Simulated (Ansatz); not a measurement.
# Si(PMe2)H3 (C2H9PSi): a short trajectory

Aim: follow Si(PMe2)H3 (C2H9PSi) for 15 steps with a Nosé-Hoover thermostat (500 K) and see how far bonds stretch and how energy moves between motion and potential.

Program: Ansatz 0.2.0, Gaussian basis. Level of theory: revPBE/6-31G*. These are calculated values, not measurements.

**1. Structure used throughout**

An earlier PBE-D4/def2-SVP relaxation fixed the geometry.

13 atoms, charge 0, spin multiplicity 1.

Atoms are counted from 1 here; the program's logs count them from 0.

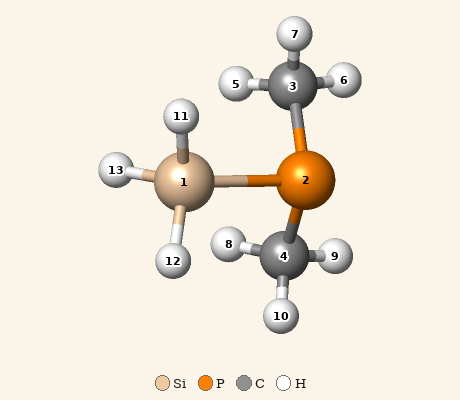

The structure; silicon light orange, phosphorus orange, carbon grey, hydrogen white; atoms are numbered from 1 in the order of the file.

As a file:

```tsv
atom	x (Å)	y (Å)	z (Å)
Si1	0.4376	0.6842	-1.6635
P2	0.4408	0.7044	0.6107
C3	1.0295	-1.0533	0.8992
C4	-1.4005	0.4743	0.8864
H5	0.4580	-1.8155	0.3301
H6	0.9422	-1.2814	1.9810
H7	2.1009	-1.1304	0.6268
H8	-1.8371	-0.3712	0.3156
H9	-1.5756	0.2981	1.9671
H10	-1.9311	1.4067	0.6094
H11	1.8583	0.6694	-2.1644
H12	-0.2380	1.9323	-2.1689
H13	-0.2850	-0.5175	-2.2295
```

**2. The run**

Contents of in.yaml:

```yaml
crystal:
  periodic: [false, false, false]
  atoms:
    - {symbol: Si, position_ang: [0.437564, 0.684161, -1.663469]}
    - {symbol: P, position_ang: [0.440817, 0.704369, 0.610675]}
    - {symbol: C, position_ang: [1.029516, -1.053343, 0.899168]}
    - {symbol: C, position_ang: [-1.400490, 0.474323, 0.886377]}
    - {symbol: H, position_ang: [0.457980, -1.815526, 0.330081]}
    - {symbol: H, position_ang: [0.942203, -1.281416, 1.980986]}
    - {symbol: H, position_ang: [2.100874, -1.130421, 0.626825]}
    - {symbol: H, position_ang: [-1.837064, -0.371192, 0.315625]}
    - {symbol: H, position_ang: [-1.575565, 0.298125, 1.967092]}
    - {symbol: H, position_ang: [-1.931144, 1.406714, 0.609406]}
    - {symbol: H, position_ang: [1.858255, 0.669429, -2.164352]}
    - {symbol: H, position_ang: [-0.237953, 1.932317, -2.168914]}
    - {symbol: H, position_ang: [-0.284992, -0.517529, -2.229500]}
basis:
  gaussian: {orbitals: "6-31G*"}
hamiltonian: {xc: {name: revPBE}}
md: {timestep: 2 fs, n_steps: 15, ensemble: nvt_nose_hoover, temperature: 500, initial_velocities: maxwell_boltzmann, seed: 352}
scf: {omitted_lower_state_checks: [starts]}
```

Started as:

```bash
ansatz run in.yaml --threads 4 --pin off --events-out ev --progress --plain --max-ram 3916MiB
```

Log:

```text
Functional definition: revPBE
  name "revPBE"
  cite "Zhang & Yang, Phys. Rev. Lett. 80, 890 (1998) doi:10.1103/PhysRevLett.80.890"
  cite "Perdew, Burke & Ernzerhof, Phys. Rev. Lett. 77, 3865 (1996) doi:10.1103/PhysRevLett.77.3865"
  parameter kappa = 1.245
  parameter beta = 0.06672455060314922
  exchange = pbe_x(kappa = kappa, mu = beta*pi^2/3)
  correlation = pbe_c(beta = beta)
these checks for a lower state are left out or cut short: starts
1154 factors; their error is unknown
mean field evaluation 1: about -19374.3443 eV, gradient 5.7e1 eV
mean field evaluation 2: about -19363.1899 eV, gradient 8.2e1 eV
mean field evaluation 4: about -19382.2420 eV, gradient 2.8e0 eV
mean field evaluation 8: about -19382.2721 eV, gradient 5.5e-2 eV
mean field evaluation 16: about -19382.1905 eV, gradient 5.1e-5 eV
mean field -19382.19049713 eV, -712.2823630488 hartree, gradient 5.1e-5 eV, S^2 0.000000; 0 other end points of the search recorded, 0 dependent functions left out
the calculation of the forces begins
reference -19382.19053762 eV, -712.2823645371 hartree; 25, 25 occupied and 61, 61 virtual orbitals, 1154 factors
md step     0: t =     0.00 fs  T =   500.0 K  F+E_penalty+E_count = -19382.19049713 eV  E_kin = 0.710930 eV  conserved = -19381.47956713 eV  (25 SCF iters)
these checks for a lower state are left out or cut short: starts, cluster_reference, orbital_swaps, neighbouring_geometries, increment
1154 factors; their error is unknown
mean field -19381.94987653 eV, -712.2735204050 hartree, gradient 9.8e-6 eV, S^2 0.000000; 0 other end points of the search recorded, 0 dependent functions left out
the calculation of the forces begins
reference -19381.94991776 eV, -712.2735219200 hartree; 25, 25 occupied and 61, 61 virtual orbitals, 1154 factors
md step     1: t =     2.00 fs  T =   367.6 K  F+E_penalty+E_count = -19381.94987653 eV  E_kin = 0.522616 eV  conserved = -19381.42727410 eV  (29 SCF iters)
these checks for a lower state are left out or cut short: starts, cluster_reference, orbital_swaps, neighbouring_geometries, increment
1154 factors; their error is unknown
mean field -19381.80233058 eV, -712.2680981915 hartree, gradient 9.8e-6 eV, S^2 0.000000; 0 other end points of the search recorded, 0 dependent functions left out
the calculation of the forces begins
reference -19381.80237201 eV, -712.2680997140 hartree; 25, 25 occupied and 61, 61 virtual orbitals, 1154 factors
md step     2: t =     4.00 fs  T =   262.1 K  F+E_penalty+E_count = -19381.80233058 eV  E_kin = 0.372601 eV  conserved = -19381.42984235 eV  (27 SCF iters)
these checks for a lower state are left out or cut short: starts, cluster_reference, orbital_swaps, neighbouring_geometries, increment
1154 factors; their error is unknown
mean field evaluation 32: about -19381.8105 eV, gradient 4.0e0 eV
mean field -19381.79074092 eV, -712.2676722791 hartree, gradient 1.0e-5 eV, S^2 0.000000; 0 other end points of the search recorded, 0 dependent functions left out
the calculation of the forces begins
reference -19381.79078220 eV, -712.2676737963 hartree; 25, 25 occupied and 61, 61 virtual orbitals, 1154 factors
md step     3: t =     6.00 fs  T =   241.1 K  F+E_penalty+E_count = -19381.79074092 eV  E_kin = 0.342797 eV  conserved = -19381.44826888 eV  (29 SCF iters)
these checks for a lower state are left out or cut short: starts, cluster_reference, orbital_swaps, neighbouring_geometries, increment
1154 factors; their error is unknown
mean field -19381.71843927 eV, -712.2650152427 hartree, gradient 1.0e-5 eV, S^2 0.000000; 0 other end points of the search recorded, 0 dependent functions left out
the calculation of the forces begins
reference -19381.71848042 eV, -712.2650167548 hartree; 25, 25 occupied and 61, 61 virtual orbitals, 1154 factors
md step     4: t =     8.00 fs  T =   218.7 K  F+E_penalty+E_count = -19381.71843927 eV  E_kin = 0.310935 eV  conserved = -19381.40815823 eV  (29 SCF iters)
these checks for a lower state are left out or cut short: starts, cluster_reference, orbital_swaps, neighbouring_geometries, increment
1154 factors; their error is unknown
mean field -19381.92564312 eV, -712.2726298437 hartree, gradient 1.1e-5 eV, S^2 0.000000; 0 other end points of the search recorded, 0 dependent functions left out
the calculation of the forces begins
reference -19381.92568407 eV, -712.2726313485 hartree; 25, 25 occupied and 61, 61 virtual orbitals, 1154 factors
md step     5: t =    10.00 fs  T =   323.4 K  F+E_penalty+E_count = -19381.92564312 eV  E_kin = 0.459884 eV  conserved = -19381.46697492 eV  (28 SCF iters)
these checks for a lower state are left out or cut short: starts, cluster_reference, orbital_swaps, neighbouring_geometries, increment
1154 factors; their error is unknown
mean field -19381.86178697 eV, -712.2702831734 hartree, gradient 1.1e-5 eV, S^2 0.000000; 0 other end points of the search recorded, 0 dependent functions left out
the calculation of the forces begins
reference -19381.86182761 eV, -712.2702846667 hartree; 25, 25 occupied and 61, 61 virtual orbitals, 1154 factors
md step     6: t =    12.00 fs  T =   307.2 K  F+E_penalty+E_count = -19381.86178697 eV  E_kin = 0.436791 eV  conserved = -19381.42699520 eV  (28 SCF iters)
these checks for a lower state are left out or cut short: starts, cluster_reference, orbital_swaps, neighbouring_geometries, increment
1154 factors; their error is unknown
mean field evaluation 64: about -19381.8990 eV, gradient 1.3e-3 eV
mean field -19381.89896039 eV, -712.2716492712 hartree, gradient 1.1e-5 eV, S^2 0.000000; 0 other end points of the search recorded, 0 dependent functions left out
the calculation of the forces begins
reference -19381.89900059 eV, -712.2716507486 hartree; 25, 25 occupied and 61, 61 virtual orbitals, 1154 factors
md step     7: t =    14.00 fs  T =   320.9 K  F+E_penalty+E_count = -19381.89896039 eV  E_kin = 0.456269 eV  conserved = -19381.44560936 eV  (28 SCF iters)
these checks for a lower state are left out or cut short: starts, cluster_reference, orbital_swaps, neighbouring_geometries, increment
1154 factors; their error is unknown
mean field -19381.87552996 eV, -712.2707882188 hartree, gradient 1.2e-5 eV, S^2 0.000000; 0 other end points of the search recorded, 0 dependent functions left out
the calculation of the forces begins
reference -19381.87556986 eV, -712.2707896853 hartree; 25, 25 occupied and 61, 61 virtual orbitals, 1154 factors
md step     8: t =    16.00 fs  T =   299.0 K  F+E_penalty+E_count = -19381.87552996 eV  E_kin = 0.425194 eV  conserved = -19381.45429078 eV  (28 SCF iters)
these checks for a lower state are left out or cut short: starts, cluster_reference, orbital_swaps, neighbouring_geometries, increment
1154 factors; their error is unknown
mean field -19381.66655746 eV, -712.2631086211 hartree, gradient 1.1e-5 eV, S^2 0.000000; 0 other end points of the search recorded, 0 dependent functions left out
the calculation of the forces begins
reference -19381.66659736 eV, -712.2631100874 hartree; 25, 25 occupied and 61, 61 virtual orbitals, 1154 factors
md step     9: t =    18.00 fs  T =   182.0 K  F+E_penalty+E_count = -19381.66655746 eV  E_kin = 0.258813 eV  conserved = -19381.41261612 eV  (28 SCF iters)
these checks for a lower state are left out or cut short: starts, cluster_reference, orbital_swaps, neighbouring_geometries, increment
1154 factors; their error is unknown
mean field -19381.78614707 eV, -712.2675034584 hartree, gradient 1.1e-5 eV, S^2 0.000000; 0 other end points of the search recorded, 0 dependent functions left out
the calculation of the forces begins
reference -19381.78618702 eV, -712.2675049266 hartree; 25, 25 occupied and 61, 61 virtual orbitals, 1154 factors
md step    10: t =    20.00 fs  T =   243.0 K  F+E_penalty+E_count = -19381.78614707 eV  E_kin = 0.345570 eV  conserved = -19381.44641692 eV  (28 SCF iters)
these checks for a lower state are left out or cut short: starts, cluster_reference, orbital_swaps, neighbouring_geometries, increment
1154 factors; their error is unknown
mean field -19381.89065588 eV, -712.2713440861 hartree, gradient 1.1e-5 eV, S^2 0.000000; 0 other end points of the search recorded, 0 dependent functions left out
the calculation of the forces begins
reference -19381.89069602 eV, -712.2713455612 hartree; 25, 25 occupied and 61, 61 virtual orbitals, 1154 factors
md step    11: t =    22.00 fs  T =   318.0 K  F+E_penalty+E_count = -19381.89065588 eV  E_kin = 0.452104 eV  conserved = -19381.44583597 eV  (28 SCF iters)
these checks for a lower state are left out or cut short: starts, cluster_reference, orbital_swaps, neighbouring_geometries, increment
1154 factors; their error is unknown
mean field evaluation 96: about -19381.9631 eV, gradient 3.7e-2 eV
mean field -19381.88285177 eV, -712.2710572906 hartree, gradient 1.1e-5 eV, S^2 0.000000; 0 other end points of the search recorded, 0 dependent functions left out
the calculation of the forces begins
reference -19381.88289216 eV, -712.2710587747 hartree; 25, 25 occupied and 61, 61 virtual orbitals, 1154 factors
md step    12: t =    24.00 fs  T =   316.0 K  F+E_penalty+E_count = -19381.88285177 eV  E_kin = 0.449377 eV  conserved = -19381.44253054 eV  (28 SCF iters)
these checks for a lower state are left out or cut short: starts, cluster_reference, orbital_swaps, neighbouring_geometries, increment
1154 factors; their error is unknown
mean field -19381.82860754 eV, -712.2690638517 hartree, gradient 1.1e-5 eV, S^2 0.000000; 0 other end points of the search recorded, 0 dependent functions left out
the calculation of the forces begins
reference -19381.82864817 eV, -712.2690653448 hartree; 25, 25 occupied and 61, 61 virtual orbitals, 1154 factors
md step    13: t =    26.00 fs  T =   274.8 K  F+E_penalty+E_count = -19381.82860754 eV  E_kin = 0.390764 eV  conserved = -19381.44868231 eV  (28 SCF iters)
these checks for a lower state are left out or cut short: starts, cluster_reference, orbital_swaps, neighbouring_geometries, increment
1154 factors; their error is unknown
mean field -19381.66318297 eV, -712.2629846109 hartree, gradient 1.0e-5 eV, S^2 0.000000; 0 other end points of the search recorded, 0 dependent functions left out
the calculation of the forces begins
reference -19381.66322381 eV, -712.2629861120 hartree; 25, 25 occupied and 61, 61 virtual orbitals, 1154 factors
md step    14: t =    28.00 fs  T =   176.9 K  F+E_penalty+E_count = -19381.66318297 eV  E_kin = 0.251539 eV  conserved = -19381.42396582 eV  (29 SCF iters)
these checks for a lower state are left out or cut short: starts, cluster_reference, orbital_swaps, neighbouring_geometries, increment
1154 factors; their error is unknown
mean field -19381.73431004 eV, -712.2655984825 hartree, gradient 9.6e-6 eV, S^2 0.000000; 0 other end points of the search recorded, 0 dependent functions left out
the calculation of the forces begins
reference -19381.73435102 eV, -712.2655999886 hartree; 25, 25 occupied and 61, 61 virtual orbitals, 1154 factors
these checks for a lower state are left out or cut short: starts
1154 factors; their error is unknown
mean field -19381.73431004 eV, -712.2655984825 hartree, gradient 1.2e-5 eV, S^2 0.000000; 0 other end points of the search recorded, 0 dependent functions left out
the calculation of the forces begins
reference -19381.73435102 eV, -712.2655999886 hartree; 25, 25 occupied and 61, 61 virtual orbitals, 1154 factors
md step    15: t =    30.00 fs  T =   210.4 K  F+E_penalty+E_count = -19381.73431004 eV  E_kin = 0.299163 eV  conserved = -19381.44889211 eV  (12 SCF iters)
Total energy: -19381.73435102 eV, -712.2655999886 hartree
Atom 0 at     0.434167     0.697954    -1.734111 Å, force     0.411023     0.230666     0.975973 eV/Å
Atom 1 at     0.417481     0.687421     0.615129 Å, force     0.101241     0.034438    -0.758243 eV/Å
Atom 2 at     1.107182    -1.088622     0.938628 Å, force    -0.132806     2.746834     1.770445 eV/Å
Atom 3 at    -1.454404     0.494259     0.950584 Å, force     1.251635    -0.297367     1.257570 eV/Å
Atom 4 at     1.029521    -1.793671     0.163146 Å, force     0.029293    -1.242762    -1.242603 eV/Å
Atom 5 at     0.535431    -1.366332     1.836557 Å, force     0.149778    -0.514281     0.064729 eV/Å
Atom 6 at     2.132194    -0.802417     1.259811 Å, force    -0.081929    -0.822635    -0.289006 eV/Å
Atom 7 at    -1.810246    -0.348202     0.341134 Å, force    -0.827433     0.509901    -0.181295 eV/Å
Atom 8 at    -1.512984     0.177044     2.034871 Å, force    -0.067254     0.208059    -0.684289 eV/Å
Atom 9 at    -1.883447     1.519585     0.907810 Å, force    -0.382709    -0.673995    -0.531343 eV/Å
Atom 10 at     1.793131     0.265967    -2.197324 Å, force     0.075726    -0.096333     0.003212 eV/Å
Atom 11 at     0.302081     2.123781    -2.195992 Å, force    -0.293675    -0.119579    -0.149036 eV/Å
Atom 12 at    -0.564396    -0.265969    -2.286664 Å, force    -0.232889     0.037052    -0.236114 eV/Å
Dipole moment:    -0.188481    -0.255826     0.061301 e Å
Checks for a lower state left out: starts
```

It took 18 s on 4 threads of Intel Xeon at 2.70GHz, shared host.

**3. Frames and traces**

Step by step, with energies from the first frame:

```tsv
time (fs)	T (K)	potential (meV)	conserved (meV)	C3–H5 (Å)
0.0	500	0.0	0.00	1.110
2.0	368	240.6	52.29	1.178
4.0	262	388.2	49.72	1.171
6.0	241	399.8	31.30	1.092
8.0	219	472.1	71.41	1.027
10.0	323	264.9	12.59	1.087
12.0	307	328.7	52.57	1.170
14.0	321	291.5	33.96	1.184
16.0	299	315.0	25.28	1.123
18.0	182	523.9	66.95	1.049
20.0	243	404.4	33.15	1.068
22.0	318	299.8	33.73	1.146
24.0	316	307.6	37.04	1.179
26.0	275	361.9	30.89	1.134
28.0	177	527.3	55.60	1.054
30.0	210	456.2	30.67	1.051
```

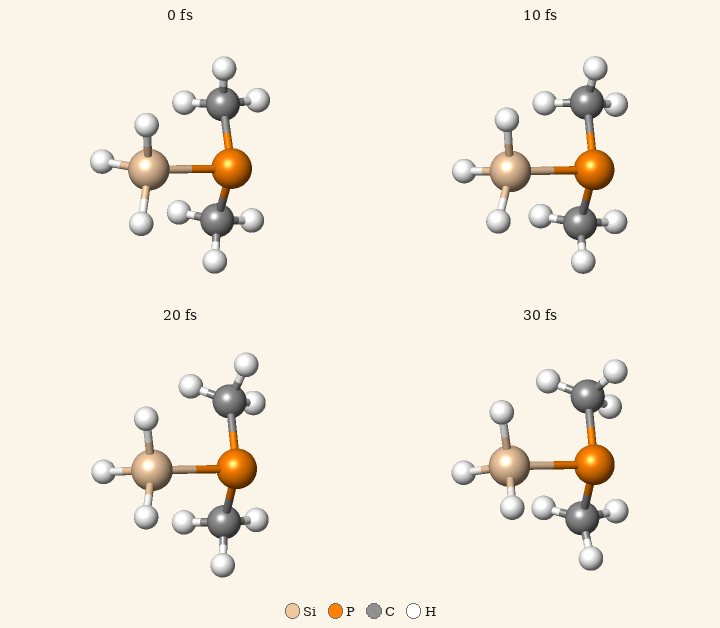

Four frames; sticks are those of the first frame.

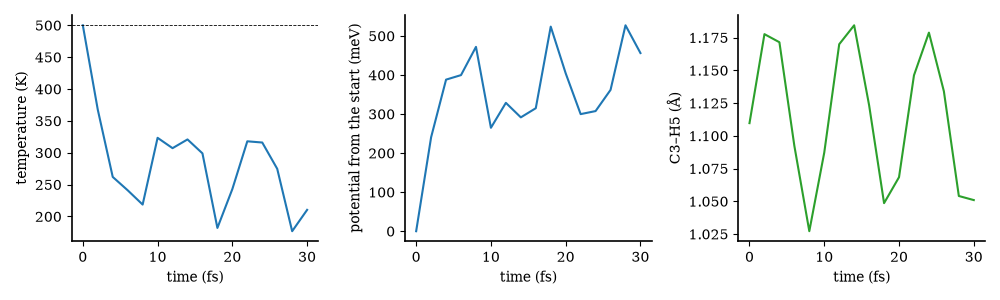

Temperature (the set value dashed), potential energy and the bond that swings most.

Positions (Å) and forces (eV/Å) at 30.0 fs:

```xyz
13

Si    0.434    0.698   -1.734    0.411    0.231    0.976
P     0.417    0.687    0.615    0.101    0.034   -0.758
C     1.107   -1.089    0.939   -0.133    2.747    1.770
C    -1.454    0.494    0.951    1.252   -0.297    1.258
H     1.030   -1.794    0.163    0.029   -1.243   -1.243
H     0.535   -1.366    1.837    0.150   -0.514    0.065
H     2.132   -0.802    1.260   -0.082   -0.823   -0.289
H    -1.810   -0.348    0.341   -0.827    0.510   -0.181
H    -1.513    0.177    2.035   -0.067    0.208   -0.684
H    -1.883    1.520    0.908   -0.383   -0.674   -0.531
H     1.793    0.266   -2.197    0.076   -0.096    0.003
H     0.302    2.124   -2.196   -0.294   -0.120   -0.149
H    -0.564   -0.266   -2.287   -0.233    0.037   -0.236
```

**4. Summary of results**

| quantity | value |
| --- | --- |
| length | 15 steps of 2.0 fs |
| temperature, first and last frame | 500, 210 K |
| temperature, second half | mean 253 K, from 177 to 318 K |
| swing of the potential | 527 meV |
| largest change of the conserved energy | 71.41 meV |
| range of C3–H5 | 1.027 to 1.184 Å |

In words: From 500 K at the start the temperature swings between 177 and 500 K: with 13 atoms it has no steady value yet; starting near a minimum, about half of the kinetic energy flows into the potential. The conserved energy moves by 71.41 meV, 13.5 % of the potential's swing: the step is long for the fastest motion. C3–H5 swings as far as any bond, by 0.16 Å; no bond breaks. A run of 30 fs gives no averages.
